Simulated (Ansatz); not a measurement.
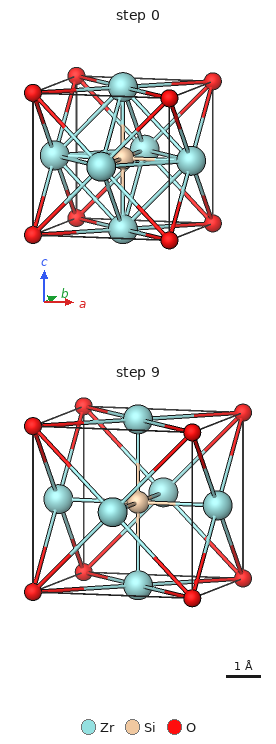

The structure of solid Zr3SiO (a generated structure, set up in Pm-3m) (coarse preliminary run) before (top) and after (bottom) a relaxation, at one scale.

Style: ball-and-stick. Shown: the cell of the calculation, slightly off an axis.

Method: Ansatz 0.2.0, DFT PBE, scalar-relativistic, plane waves, PAW.

Input
```yaml
crystal:
  lattice:
    - [4.21800198, 0.0, 0.0]
    - [0.0, 4.21800198, 0.0]
    - [0.0, 0.0, 4.21800198]
  atoms:
    - { symbol: Zr, position: [0.0, 0.5, 0.5] }
    - { symbol: Zr, position: [0.5, 0.0, 0.5] }
    - { symbol: Zr, position: [0.5, 0.5, 0.0] }
    - { symbol: Si, position: [0.5, 0.5, 0.5] }
    - { symbol: O, position: [0.0, 0.0, 0.0] }
basis:
  ecutwfc: 420
kpoints:
  mp_grid: { grid: [4, 4, 4] }
hamiltonian:
  xc: pbe
scf:
  occupations: { method: gaussian, width: 0.1 }
  lower_state_search: "off"
output:
  forces: true
  stress: true
  eigenvalues: true
relax:
  adjacent_minimum: "off"
  f_tol: 0.04
  max_steps: 70
  cell: { stress_tol: 0.4 }
```

Command:
```bash
ansatz run input.yaml --threads 1 --pin off --max-ram 2560MiB --backend cpu --events-out ev --progress --plain --runs-dir out
```

Describe what moved and what it gained.

The atoms keep their places relative to the cell (all moves are under 0.005 Å). The drawn cell changes as follows: a = b = c 4.218 → 4.924 Å (+16.7 %); the volume changes by +59.1 %. Some distances before and after: Zr1–Zr2 2.983 → 3.482 Å, Zr1–O5 2.983 → 3.482 Å, Zr1–Si4 2.109 → 2.462 Å. The space group stays Pm-3m (No. 221). After 7 accepted moves (9 points after the start) the energy has fallen by 1474 meV per atom. All forces vanish by symmetry, so only the cell relaxes. The pressure goes from 76.04 to −0.01 GPa. The SCF was repeated twice at an unchanged geometry on a basis and grid sized afresh for the cell, which shifted the energy by 64.5 meV per atom at most.

Limits of the set-up: the k-point mesh is coarse for a cell with partly filled bands.
